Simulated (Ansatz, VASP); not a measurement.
# Y3B: VASP beside Ansatz

Wanted: the spread between two codes on one cell, functional and k mesh. The cell is invented: As first built, before any earlier steps moved the atoms: it takes the GdY3 structure with some of its atoms replaced by other elements, volume scaled by an estimate. It may not be a known or stable phase. The cell comes out of the VASP series on this material, whose earlier steps may have relaxed, scaled or displaced it; both programs get it as it stands.

Main program and level: Ansatz 0.2.0; plane waves, with VASP 6.6.1 beside it; relaxation of cell and atoms at PBE.

## Step 1: The structure

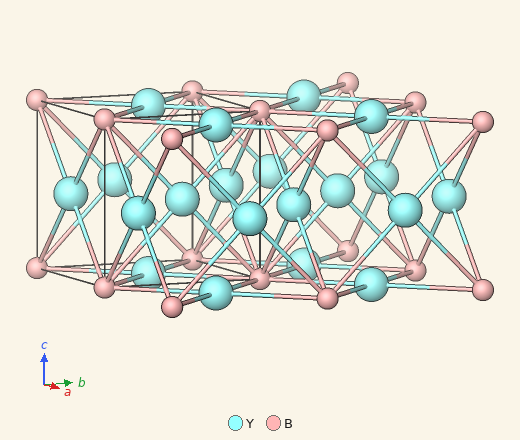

The cell as given, slightly off an axis (yttrium teal, boron pink). 2×2×1 cells are drawn. Some periodic images of atoms are drawn too.

Coordinates:

```
Y B
1.0
     4.49416    0.00000    0.00000
     0.00000    4.49416    0.00000
     0.00000    0.00000    4.49416
Y B
3 1
Cartesian
  2.2471 0.0000 2.2471
  0.0000 2.2471 2.2471
  2.2471 2.2471 0.0000
  0.0000 0.0000 0.0000
```

## Step 2: Ansatz: relaxation of cell and atoms, PBE

Ansatz runs on its default PAW (the set named soft_2) files.

The relaxed volume is the usual yardstick between codes: its relative difference is about their pressure difference at one cell divided by the bulk modulus.

The input, input.yaml:

```yaml
crystal:
  lattice:
    - [4.4941642209, 0.0, 0.0]
    - [0.0, 4.4941642209, 0.0]
    - [0.0, 0.0, 4.4941642209]
  atoms:
    - { symbol: "Y", position: [0.5, 0.0, 0.5] }
    - { symbol: "Y", position: [0.0, 0.5, 0.5] }
    - { symbol: "Y", position: [0.5, 0.5, 0.0] }
    - { symbol: B, position: [0.0, 0.0, 0.0] }
hamiltonian:
  xc: pbe
  pseudopotentials: { kind: paw }
kpoints:
  mp_grid: { grid: [5, 5, 5] }
scf:
  occupations: { method: fermi_dirac, width: 0.05 }
relax:
  f_tol: 0.01
  max_steps: 60
  cell: { stress_tol: 0.05 }
output:
  forces: true
  stress: true
```

Started as:

```console
$ ansatz run input.yaml --threads 4 --pin off --max-ram 9216MiB --backend cpu --events-out ev --progress --plain --runs-dir out
```

Numbers of over 12 decimals in the logs are rounded to 6 here.

The program printed:

```text
Engine: ansatz 0.2.0, aarch64-unknown-linux-gnu
Pseudopotentials: kind: paw
Pseudopotential: Y, paw, valence charge 11, recommended cutoff 420 eV (normal), Y.paw.azcp
Pseudopotential: B, paw, valence charge 3, recommended cutoff 420 eV (normal), B.paw.azcp
Functional definition: PBE
  parameter kappa = 0.804
  parameter beta = 0.066725
  exchange = pbe_x(kappa = kappa, mu = beta*pi^2/3)
  correlation = pbe_c(beta = beta)
Crystal: 4 atoms, lattice volume = 90.771 Å³
Basis set: ecut = 420 eV, 1791 PW (Γ), exchange–correlation on 64×64×64 points (8 copies of the dense FFT grid, shifted against one another)
Bands: 22, of which v1, the nominal top of the filled ones, is band 18 counted from 1 (17 counted from 0)
Symmetry: 48 space group operations
Space group: Pm-3m (ITA 221), of the structure as read, at distance tolerance 4.5e-5 Å
k-points: 10 of 125
Non-local potential: Y, projectors of the file, l = 0: 3, l = 1: 2, l = 2: 2, l = 3: 1
Non-local potential: B, projectors of the file, l = 0: 2, l = 1: 2, l = 2: 1
PAW form: soft (Blöchl's): semilocal exchange-correlation on the pseudo side does not see the compensation charge
PAW one-centre angular grid: Y, 590 points (default); XC on 64 Gauss nodes
PAW one-centre angular grid: B, 110 points (default); XC on 64 Gauss nodes
Initial density: superposition of atomic densities (neutral atoms: chi_scale 0, normalization atom), corrected by the library's trained network
Initial wavefunctions: pseudopotential atomic-orbital guess
Functional: x = pbe(κ = 0.804, μ = 0.219515), c = pbe(β = 0.066725)
SCF iter   1: F=—  HF=-11699.992891 eV  |F-HF|=—  |Δ(HF+E_count)|=         —  Δρ=2.26e-3  dr2=6.29e-3  ethr=1.77e-3  ⟨swp⟩=4.9  Hψ=926  notcnv=0
preconditioner: auto → Resta (q_TF=auto, 2.339 Å⁻¹)  ε∞=20.2  [insulator: Δε(μ)=0.111 eV  Ē_g=3.083 eV  σ=0.050 eV  W_gap=0.51  n_scr=18 (ndim 8)  ℏωp=13.5 eV  f_vac=0.000  D(μ)=3.95/eV (n_scr^D=32)  ε∞_Penn≈20.2]
SCF iter   2: F=—  HF=-11699.989600 eV  |F-HF|=—  |Δ(HF+E_count)|=   3.29e-3  Δρ=1.25e-3  dr2=2.48e-3  ethr=1.75e-5  ⟨swp⟩=1.9  Hψ=379  notcnv=0
SCF iter   3: F=—  HF=-11699.989008 eV  |F-HF|=—  |Δ(HF+E_count)|=   5.92e-4  Δρ=2.69e-4  dr2=9.21e-5  ethr=6.88e-6  ⟨swp⟩=2.2  Hψ=298  notcnv=0
SCF iter   4: F=—  HF=-11699.988981 eV  |F-HF|=—  |Δ(HF+E_count)|=   2.67e-5  Δρ=9.63e-5  dr2=5.10e-6  ethr=2.56e-7  ⟨swp⟩=2.7  Hψ=365  notcnv=0
SCF iter   5: F=—  HF=-11699.988981 eV  |F-HF|=—  |Δ(HF+E_count)|=   4.33e-8  Δρ=1.46e-5  dr2=2.89e-7  ethr=1.42e-8  ⟨swp⟩=2.9  Hψ=418  notcnv=0
SCF iter   6: F=-11699.988981 eV  HF=-11699.988981 eV  |F-HF|=2.38e-9  |Δ(HF+E_count)|=   2.77e-8  Δρ=4.76e-6  dr2=1.40e-8  ethr=2.78e-10  ⟨swp⟩=4.0  Hψ=674  notcnv=0
SCF 1 converged in 6 iterations: F = -11699.988981 eV  dr2 = 1.40e-8
  greatest PAW one-centre occupation: 0.993 electrons in one spin orbital (limit 2), on the Y atom at site 0 (counted from 0), in its partial waves of l = 0
relax step   1: F+E_penalty+E_count = -11699.98898103 eV  Δ(F+E_penalty+E_count) = +0.000e0 eV  max|allowed force component| = 1.929e-29 eV/Å  Δτ_max = 0.0000 Å  P = +0.076 GPa  Ω = 90.771 Å³  (6 SCF iters, dr2 threshold 1.00e-7 eV, accepted)
[...]
relax step   2: F+E_penalty+E_count = -11699.98896588 eV  Δ(F+E_penalty+E_count) = +1.515e-5 eV  max|allowed force component| = 6.303e-30 eV/Å  Δτ_max = 0.0000 Å  P = -0.054 GPa  Ω = 90.989 Å³  energy of the carried Pulay correction = -2.992e-5 eV  (4 SCF iters, dr2 threshold 1.44e-8 eV, accepted)
[...]
relax step   3: F+E_penalty+E_count = -11699.98899364 eV  Δ(F+E_penalty+E_count) = -2.776e-5 eV  max|allowed force component| = 3.806e-29 eV/Å  Δτ_max = 0.0000 Å  P = -0.000 GPa  Ω = 90.898 Å³  energy of the carried Pulay correction = -1.748e-5 eV  (4 SCF iters, dr2 threshold 7.26e-9 eV, accepted)
[...]
relax step   4: F+E_penalty+E_count = -11699.98901831 eV  Δ(F+E_penalty+E_count) = -2.467e-5 eV  max|allowed force component| = 1.722e-29 eV/Å  Δτ_max = 0.0000 Å  P = +0.000 GPa  Ω = 90.898 Å³  stress off target by 2.78e-6 GPa  SCF on the basis re-selected at this cell (its energy is not comparable with the rows above)  (4 SCF iters)
basis re-selected at this cell: Δ(F+E_penalty+E_count) = -2.467e-5 eV, ΔP = +0.000 GPa vs the last step (what re-selecting the basis moved, of the pressure what is left beyond the Pulay correction that the steps carried, after the strain that the cell walked since its last selection, with what the two solves' SCF thresholds leave and, on support functions, any second-order correction that the steps lacked; it is no m [...]
SCF converged after 4 iterations
Free energy (F): -11699.989018 eV
Harris-Foulkes:  -11699.989018 eV  (|F-HF|=3.64e-12)
Internal energy: -11699.954887 eV  (E = F + TS)
E sigma→0 (E₀):  -11699.971953 eV
Entropy (-TS):   -0.034132 eV (-8.533 meV/atom)
Fermi energy:    11.082591 eV
--- Per-component energies (eV) ---
  E_band       = -283.602637
  E_kinetic    = 963.348622
  E_local      = -1723.768659  (includes V_loc(G=0)·N_el)
  E_nonlocal   = 163.798161
  E_hartree    = 555.829180
  E_xc         = -552.143659
  E_vxc        = -635.677430  (∫ρ·V_xc dr)
  E_paw        = -8555.004783  (= ΣΔE_a)
  E_vpaw       = -162.961830  (= ΣTr[D̂ρ^β])
  E_aug_tail   = 0.000007  (compensation charges beyond the density's cutoff)
  E_ewald      = -2552.013756
  E_smearing   = -0.034132  (= −TS)
  E_closure    = -0.000000  (closes the sum)
  Σ components = -11699.989018   (vs F -11699.989018, Δ=0.00e0)
--- Forces (eV/Å), atoms counted from 1 ---
  atom   1  Y     -0.00000000     0.00000000     0.00000000
  atom   2  Y      0.00000000     0.00000000     0.00000000
  atom   3  Y      0.00000000    -0.00000000     0.00000000
  atom   4  B     -0.00000000    -0.00000000     0.00000000
  max |Σ_I F_I| component: 6.63e-29 eV/Å
--- Stress (GPa, compression-positive) ---
        0.000003      -0.000000      -0.000000
       -0.000000       0.000003      -0.000000
       -0.000000      -0.000000       0.000003
  P = ⅓ Tr σ = 0.0000 GPa (0.000 kbar)
--- Relaxed structure (3 steps of the walk, 3 accepted, 1 SCFs on fresh bases) ---
  F+E_penalty+E_count = -11699.98901831 eV   max|allowed force component| = 1.722e-29 eV/Å   (the final SCF, on the basis selected at the relaxed cell)
  cell:  # Å, volume = 90.8984 Å³
    - [4.496267, 0, 0]
    - [0, 4.496267, 0.0]
    - [0, 0.0, 4.496267]
  atoms:
    - { symbol: Y, position: [0.500000, 0, 0.500000] }
    - { symbol: Y, position: [0, 0.500000, 0.500000] }
    - { symbol: Y, position: [0.500000, 0.500000, 0] }
    - { symbol: B, position: [0, 0, 0] }
```

Elapsed: 1.7 s, on 4 threads of Arm Neoverse V2, shared host; peak memory 0.35 GiB.

## Step 3: VASP: relaxation of cell and atoms, PBE

The same cell, functional, mesh and smearing now go to VASP, with its own data sets and cutoff.

Lines of VASP's logs that name or quote its potential files are left out, and so is its time.

The input, INCAR:

```
SYSTEM = Y3B
PREC = Accurate
ENCUT = 420
EDIFF = 1E-06
NELM = 100
ISMEAR = -1
SIGMA = 0.05
LREAL = .FALSE.
ALGO = Normal
GGA = PE
NBANDS = 24
LORBIT = 11
LWAVE = .FALSE.
LCHARG = .FALSE.
KPAR = 2
IBRION = 2
NSW = 60
ISIF = 3
EDIFFG = -0.01
```

The input, POSCAR:

```
Y3B
1.0
    4.4941642209      0.0000000000      0.0000000000
    0.0000000000      4.4941642209      0.0000000000
    0.0000000000      0.0000000000      4.4941642209
Y B
3 1
Direct
    0.5000000000      0.0000000000      0.5000000000
    0.0000000000      0.5000000000      0.5000000000
    0.5000000000      0.5000000000      0.0000000000
    0.0000000000      0.0000000000      0.0000000000
```

The input, KPOINTS:

```
Automatic mesh
0
Gamma
5 5 5
0 0 0
```

The projector-augmented-wave data sets are Y_sv and B (PBE family, release 64).

Started as:

```console
$ mpirun -np 2 vasp_std
```

The program printed:

```text
[banner, memory and clock lines left out]
running    2 mpi-ranks, on    1 nodes
 distrk:  each k-point on    1 cores,    2 groups
 distr:  one band on    1 cores,    1 groups

 POSCAR found type information on POSCAR Y B
 POSCAR found :  2 types and       4 ions
 LDA part: xc-table for (Slater+PW92), standard interpolation
 POSCAR, INCAR and KPOINTS ok, starting setup
 FFT: planning ... GRIDC
 FFT: planning ... GRID_SOFT
 FFT: planning ... GRID
 WAVECAR not read
 entering main loop
       N       E                     dE             d eps       ncg     rms          rms(c)
DAV:   1     0.153798711813E+03    0.15380E+03   -0.16304E+04   480   0.125E+03
DAV:   2    -0.967922830765E+01   -0.16348E+03   -0.15994E+03   560   0.299E+02
DAV:   3    -0.251084212993E+02   -0.15429E+02   -0.14948E+02   880   0.528E+01
DAV:   4    -0.256454511917E+02   -0.53703E+00   -0.53508E+00   640   0.111E+01
DAV:   5    -0.256577939361E+02   -0.12343E-01   -0.12341E-01   744   0.152E+00    0.381E+01
DAV:   6    -0.241204321314E+02    0.15374E+01   -0.10111E+01   592   0.941E+00    0.283E+01
DAV:   7    -0.240569462196E+02    0.63486E-01   -0.15959E+00   696   0.485E+00    0.115E+01
DAV:   8    -0.240789088714E+02   -0.21963E-01   -0.15181E-01   680   0.199E+00    0.136E+00
DAV:   9    -0.240765832582E+02    0.23256E-02   -0.38450E-02   656   0.964E-01    0.448E-01
DAV:  10    -0.240760790985E+02    0.50416E-03   -0.20594E-03   664   0.269E-01    0.224E-01
DAV:  11    -0.240757659018E+02    0.31320E-03   -0.96640E-04   672   0.108E-01    0.158E-01
DAV:  12    -0.240757451378E+02    0.20764E-04   -0.27402E-04   664   0.104E-01    0.353E-02
DAV:  13    -0.240757479472E+02   -0.28094E-05   -0.16940E-05   744   0.222E-02    0.828E-03
DAV:  14    -0.240757465305E+02    0.14168E-05   -0.99102E-06   528   0.857E-03    0.165E-03
DAV:  15    -0.240757465097E+02    0.20747E-07   -0.28476E-07   416   0.268E-03
   1 F= -.24075747E+02 E0= -.24058579E+02  d E =-.240757E+02
 curvature:   0.00 expect dE= 0.000E+00 dE for cont linesearch  0.000E+00
 trial: gam= 0.00000 g(F)=  0.000E+00 g(S)=  0.222E-04 ort = 0.000E+00 (trialstep = 0.100E+01)
 search vector abs. value=  0.222E-04
 reached required accuracy - stopping structural energy minimisation
```

OUTCAR, selected parts (step 3):

```text
ion  position               nearest neighbor table
   1  0.500  0.000  0.500-   2 3.18   3 3.18   4 3.18   3 3.18   4 3.18   2 3.18   3 3.18   3 3.18
                             2 3.18   4 3.18   4 3.18   2 3.18
   2  0.000  0.500  0.500-   1 3.18   3 3.18   4 3.18   3 3.18   4 3.18   1 3.18   4 3.18   4 3.18
                             1 3.18   3 3.18   3 3.18   1 3.18
   3  0.500  0.500  0.000-   1 3.18   2 3.18   4 3.18   1 3.18   2 3.18   1 3.18   4 3.18   1 3.18
                             2 3.18   4 3.18   2 3.18   4 3.18
   4  0.000  0.000  0.000-   1 3.18   2 3.18   3 3.18   1 3.18   2 3.18   2 3.18   3 3.18   2 3.18
                             1 3.18   3 3.18   1 3.18   3 3.18

  LATTYP: Found a simple cubic cell.
 ALAT       =     4.4941642209

 Subroutine GETGRP returns: Found 48 space group operations
 (whereof 48 operations were pure point group operations)

The static configuration has the point symmetry O_h .

 Found     10 irreducible k-points:

   k-points           NKPTS =     10   k-points in BZ     NKDIM =     10   number of bands    NBANDS=     24

   dimension x,y,z NGX =    30 NGY =   30 NGZ =   30
   dimension x,y,z NGXF=    60 NGYF=   60 NGZF=   60

   ENCUT  =  420.0 eV  30.87 Ry    5.56 a.u.   7.51  7.51  7.51*2*pi/ulx,y,z

   NELECT =      36.0000    total number of electrons

 k-points in reciprocal lattice and weights: Automatic mesh
   0.00000000  0.00000000  0.00000000       0.008
   0.20000000  0.00000000  0.00000000       0.048
   0.40000000  0.00000000  0.00000000       0.048
   0.20000000  0.20000000  0.00000000       0.096
   0.40000000  0.20000000  0.00000000       0.192
   0.40000000  0.40000000  0.00000000       0.096
   0.20000000  0.20000000  0.20000000       0.064
   0.40000000  0.20000000  0.20000000       0.192
   0.40000000  0.40000000  0.20000000       0.192
   0.40000000  0.40000000  0.40000000       0.064

 average (electrostatic) potential at core
       1 -36.4228       2 -36.4228       3 -36.4228       4 -29.0505

 E-fermi :   3.9711

 k-point     1 :       0.0000    0.0000    0.0000
  band No.  band energies     occupation
    ...
     15       2.9648      2.00000
     16       2.9648      2.00000
     17       3.1622      2.00000
     18       3.1622      2.00000
     19       3.1622      2.00000
     20       4.4840      0.00007
     21       4.4840      0.00007
     22       4.4840      0.00007
     23       6.7354      0.00000
     24       7.6817      0.00000

 k-point     2 :       0.2000    0.0000    0.0000
  band No.  band energies     occupation
    ...
     15       2.2801      2.00000
     16       3.1242      2.00000
     17       3.1242      2.00000
     18       3.3073      2.00000
     19       3.4052      1.99998
     20       4.6126      0.00001
     21       4.6126      0.00001
     22       4.6811      0.00000
     23       7.2263      0.00000
     24       7.4660      0.00000

 k-point     3 :       0.4000    0.0000    0.0000
  band No.  band energies     occupation
    ...
     14       0.6973      2.00000
     15       1.9782      2.00000
     16       2.9753      2.00000
     17       2.9753      2.00000
     18       3.6006      1.99879
     19       4.4369      0.00018
     20       5.2990      0.00000
     21       5.2990      0.00000
     22       5.5841      0.00000
     23       6.5102      0.00000
    ...

  Total       -0.0247537     -0.0247537     -0.0247537      0.0000000     -0.0000000     -0.0000000
  in kB       -0.4369214     -0.4369214     -0.4369214      0.0000000     -0.0000000     -0.0000000
  external PRESSURE =      -0.4369214 kB  Pullay stress =       0.0000000 kB

  energy-cutoff  :      420.00
  volume of cell :       90.77
      direct lattice vectors                 reciprocal lattice vectors
     4.494164221  0.000000000  0.000000000     0.222510783  0.000000000  0.000000000
     0.000000000  4.494164221  0.000000000     0.000000000  0.222510783  0.000000000
     0.000000000  0.000000000  4.494164221     0.000000000  0.000000000  0.222510783

 POSITION                                       TOTAL-FORCE (eV/Angst)
 -----------------------------------------------------------------------------------
      2.24708      0.00000      2.24708         0.000000      0.000000      0.000000
      0.00000      2.24708      2.24708         0.000000      0.000000      0.000000
      2.24708      2.24708      0.00000         0.000000      0.000000      0.000000
      0.00000      0.00000      0.00000         0.000000      0.000000      0.000000
 -----------------------------------------------------------------------------------
    total drift:                                0.000000      0.000000     -0.000000

  FREE ENERGIE OF THE ION-ELECTRON SYSTEM (eV)
  ---------------------------------------------------
  free  energy   TOTEN  =       -24.0757465097 eV

  energy  without entropy=      -24.0414117987  energy(sigma->0) =      -24.05857915

 reached required accuracy - stopping structural energy minimisation

 total charge
# of ion       s       p       d       f       tot
--------------------------------------------------
    1        2.277   6.248   1.187   0.020   9.732
    2        2.277   6.248   1.187   0.020   9.732
    3        2.277   6.248   1.187   0.020   9.732
    4        0.653   0.790   0.000   0.000   1.443
--------------------------------------------------
tot          7.483  19.534   3.562   0.061  30.640

[... 3 further parts left out ...]
```

CONTCAR:

```
Y3B
   1.00000000000000
     4.4941642209000001    0.0000000000000000    0.0000000000000000
     0.0000000000000000    4.4941642209000001    0.0000000000000000
     0.0000000000000000    0.0000000000000000    4.4941642209000001
  Y               B
     3     1
Direct
     0.5000000000000000    0.0000000000000000    0.5000000000000000
     0.0000000000000000    0.5000000000000000    0.5000000000000000
     0.5000000000000000    0.5000000000000000    0.0000000000000000
     0.0000000000000000    0.0000000000000000    0.0000000000000000
```

## Step 4: Comparison

Known differences besides the PAW data sets themselves: both relaxations stop at a tolerance, which leaves soft axes loose, and VASP keeps its plane-wave basis; VASP leaves aspherical gradient terms in its spheres out (LASPH is not set), Ansatz keeps them; Ansatz adds a Pulay correction to the stress that steers its cell, VASP none. Total energies have different zeros and are not compared.

Compared:

| quantity | Ansatz | VASP | difference |
| --- | --- | --- | --- |
| volume (Å³) | 90.90 | 90.77 | +0.14 % |
| edge a after relaxation, in the typed setting (Å) | 4.496 | 4.494 | +0.05 % |

The walks stopped with 0.00 GPa left in Ansatz and -0.04 GPa in VASP; each walk ends within a tolerance, so the volume difference is uncertain by about these residues over the bulk modulus, most in soft cells.

## Step 5: Results

```
difference in volume (relaxation of cell and atoms, PBE) : 0.14 %
```

In words: The difference in volume is 0.14 % (relaxation of cell and atoms, PBE), within the 1.2 % picked in this series as the mark of a large difference, as far as the stopping tolerances let one tell. Differences of this kind measure data sets and numerical settings, not the functional's error against experiment.

[Lines on the potential files, build, host, timing and source positions are cut from VASP's logs without a mark.]

[Logs are printed without paths, hosts, clocks, repeated set-up lines and the standing remarks that a program may print on its own settings, such as how far it seeks lower states.]

[Hosts, paths, dates, database ids (printed as entryN), source tags and the programs' standing remarks are cut or masked in the printed files.]
